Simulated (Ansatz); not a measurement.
Partial pair distribution functions of a relaxed model of amorphous Si$_{28}$O$_{28}$C$_{14}$, broadened by 0.06 Å; density 2.26 g/cm³. These are PBE, scalar-relativistic without spin-orbit coupling (plane waves to 420 eV, PAW; Ansatz, a program for electronic structure) values and carry that method's errors.

It comes from a melt-quench run on a machine-learned potential (CHGNet), relaxed afterwards by DFT. O atoms were pushed apart under 1.9 Å during the dynamics, to hinder bonds among them. The hot cell started wider than the set density and was brought back towards it in steps. It is the lowest in DFT energy of 2 quenches. It is a model cell: composition and starting density were chosen by hand, and all elements were melted together. No dispersion term was used. Its density started from a set value of 2.14 and ended at 2.26 g/cm³. The quench (nominally 200 K/ps over its main leg) was far faster than any real one, so the model tends to hold more defects than a real film. Values belong to this one cell and scatter from quench to quench. Volume and shape were free in the relaxation. On a 2×2×2 Γ-centred mesh force components of up to 0.23 eV/Å stay, since the relaxation ran on the zone centre alone.

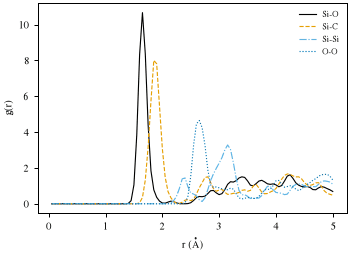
Fig. 1. Partial pair distribution functions

Highest peaks under 4.5 Å: Si-O near 1.65 Å, Si-C near 1.85 Å, Si-Si near 3.15 Å, O-O near 2.65 Å; pairs of few atoms are noisy.

Within 2.28 Å each Si has 1.93 O neighbours on average.
